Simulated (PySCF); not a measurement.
## NMR shielding calculation of C₄H₈F₂

C₄H₈F₂ ((CH3)2CHCHF2), SMILES CC(C)C(F)F, computed with GIAO BLYP/pcSseg-1 NMR shielding, non-relativistic, gas phase (PySCF 2.14.0).

The geometry comes from this level: PBE0-D3(BJ)/def2-SVP. Figures and captions count atoms from 1; the log counts them from 0 in places.

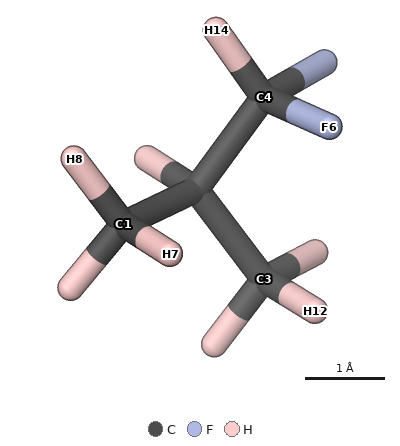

Figure 1. The structure (stick view, seen at a tilt; atoms are numbered from 1 in the order of the input).

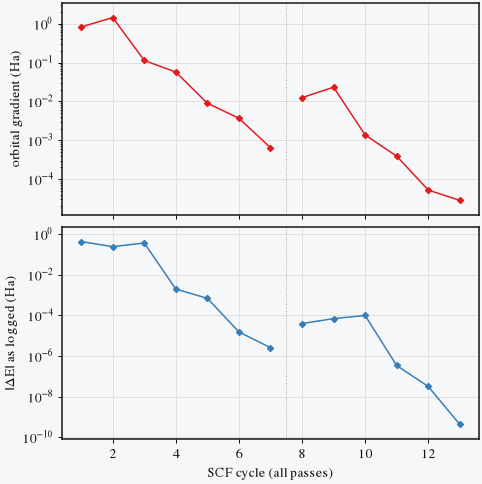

Figure 2. Convergence of the self-consistent field: orbital gradient and size of the energy change against the SCF cycle. The dotted line marks the change from a coarse to the final integration grid. The first 7 cycles use a coarse grid, the final grid takes over at cycle 8, and the field converges after 13 cycles in all.

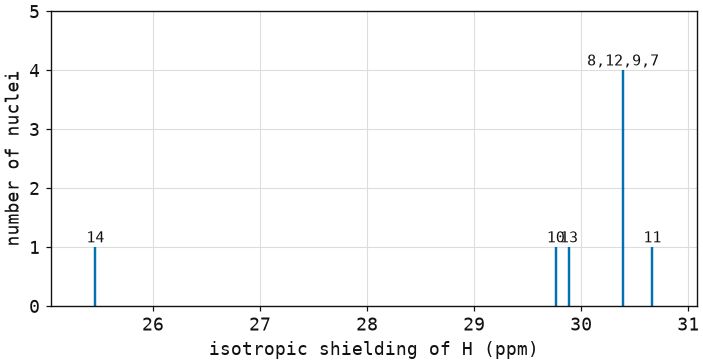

Figure 3. Isotropic shieldings of the hydrogen nuclei in this fixed geometry, labelled by atom number; shielding grows to the right, so chemical shift grows to the left. The least shielded is H14 (25.5 ppm), the most shielded H11 (30.7 ppm).

The input and output of the run follow.

**The input**
```
{"job": {"kind": "nmr", "xc": "BLYP", "basis": "pcSseg-1", "pop": false}, "charge": 0, "multiplicity": 1}
C     -0.088690     1.468278    -0.043682
C      0.245386     0.008025    -0.321095
C     -0.981646    -0.809146    -0.704822
C      0.951517    -0.604312     0.870638
F      1.313104    -1.881924     0.606310
F      0.131316    -0.631838     1.950586
H     -0.800909     1.551228     0.791379
H      0.808462     2.051126     0.217898
H     -0.545059     1.936731    -0.927433
H      0.979196    -0.039206    -1.145715
H     -1.457782    -0.391735    -1.604968
H     -1.722219    -0.799578     0.108879
H     -0.714045    -1.855686    -0.908773
H      1.861939    -0.045783     1.154053
```

The first line tells a small driver script what to run in PySCF; the rest is the geometry in Å.

Run as:
```bash
OMP_NUM_THREADS=1 python <driver script> task.json out
```

**The program's output**
```
coarse grid: 11480 points
cycle   1  E = -356.5964530138  dE =  4.304e-01  |g| = 8.229e-01  |ddm| = 3.082e+00
cycle   2  E = -356.3555270701  dE =  2.409e-01  |g| = 1.433e+00  |ddm| = 1.560e+00
cycle   3  E = -356.7220421662  dE = -3.665e-01  |g| = 1.129e-01  |ddm| = 1.011e+00
cycle   4  E = -356.7240115307  dE = -1.969e-03  |g| = 5.669e-02  |ddm| = 1.152e-01
cycle   5  E = -356.7247019565  dE = -6.904e-04  |g| = 8.946e-03  |ddm| = 4.993e-02
cycle   6  E = -356.7247172590  dE = -1.530e-05  |g| = 3.679e-03  |ddm| = 1.078e-02
cycle   7  E = -356.7247198436  dE = -2.585e-06  |g| = 6.418e-04  |ddm| = 3.108e-03
final grid: 111016 points
cycle   8  E = -356.7966394473  dE = -3.956e-05  |g| = 1.245e-02  |ddm| = 2.632e-02
cycle   9  E = -356.7965701043  dE =  6.934e-05  |g| = 2.320e-02  |ddm| = 2.394e-02
cycle  10  E = -356.7966693278  dE = -9.922e-05  |g| = 1.370e-03  |ddm| = 1.615e-02
cycle  11  E = -356.7966696690  dE = -3.411e-07  |g| = 3.893e-04  |ddm| = 1.292e-03
cycle  12  E = -356.7966697007  dE = -3.171e-08  |g| = 5.230e-05  |ddm| = 2.921e-04
cycle  13  E = -356.7966697011  dE = -4.313e-10  |g| = 2.824e-05  |ddm| = 5.906e-05
converged SCF energy = -356.7966697011

GIAO shielding tensors (ppm)
atom      isotropic    diamagn.    paramagn.     s11        s22        s33       span
  0 C      156.085     246.476     -90.392    142.467    148.025    177.762     35.295
  1 C      136.473     248.179    -111.706    127.449    134.597    147.372     19.923
  2 C      161.451     245.653     -84.202    151.452    153.731    179.171     27.719
  3 C       47.436     240.660    -193.224     26.409     55.098     60.801     34.392
  4 F      291.831     473.751    -181.921    186.173    311.501    377.818    191.645
  5 F      314.491     475.470    -160.979    214.750    328.286    400.436    185.686
  6 H       30.421      30.446      -0.025     26.967     29.247     35.047      8.080
  7 H       30.358      29.840       0.518     26.538     27.772     36.763     10.225
  8 H       30.407      29.864       0.543     26.506     28.452     36.262      9.756
  9 H       29.763      31.859      -2.097     26.570     28.372     34.346      7.777
 10 H       30.665      29.790       0.874     26.698     28.729     36.567      9.868
 11 H       30.378      30.294       0.084     26.777     29.118     35.240      8.463
 12 H       29.885      29.513       0.373     25.106     28.637     35.912     10.806
 13 H       25.461      29.061      -3.600     22.979     24.683     28.722      5.742
```

**Summary**

```tsv
quantity	value
outcome	converged
total energy	−356.796670 hartree
HOMO	−7.45 eV
LUMO	0.49 eV
dipole moment	1.94 D
isotropic shielding, C	47.4 to 161.5 ppm
isotropic shielding, F	291.8 to 314.5 ppm
isotropic shielding, H	25.5 to 30.7 ppm
hardware	1 CPU thread, shared host
wall time	18 s
peak memory	0.58 GiB
```
